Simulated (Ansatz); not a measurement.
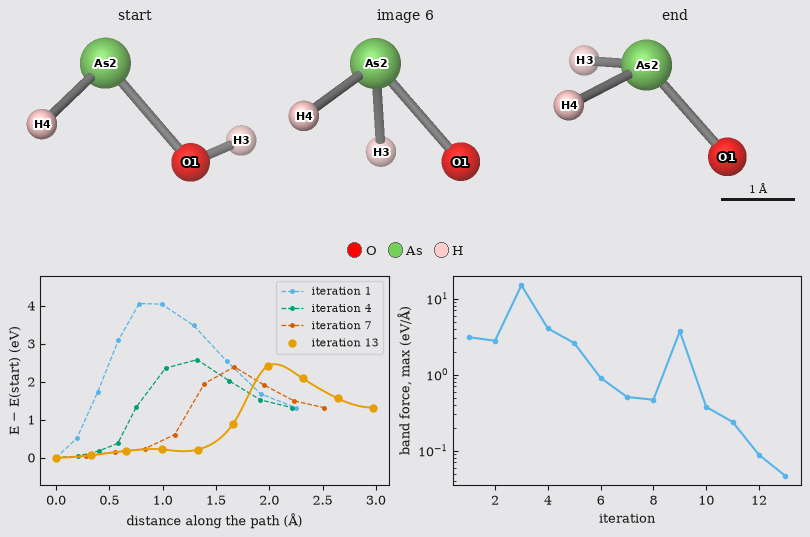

NEB run on AsH$_{2}$O (multiplicity 2). Images are numbered from 0 (start) to 9 (end). The plot follows the band through its iterations. The picture is a ball-and-stick view, seen at a tilt.

The calculation used UKS B3LYP/def2-SVP in Ansatz. Settings: 8 movable images; no climbing image; force threshold 0.05 eV/Å; iteration limit 60; starting path through a guess of the saddle point.

How did the profile develop, and is the result final?

Answer. The run is converged, with reservations. The band converged in 13 iterations. The largest component of the band force went from 3.1 to 0.046 eV/Å. No image climbed, so the highest image needn't lie on the saddle point, and the true maximum along this path can be higher. The first iteration put the highest image at 4.06 eV. The energy climbs by 2.41 eV to image 6 and then falls by 1.09 eV, so the end point sits at +1.32 eV.
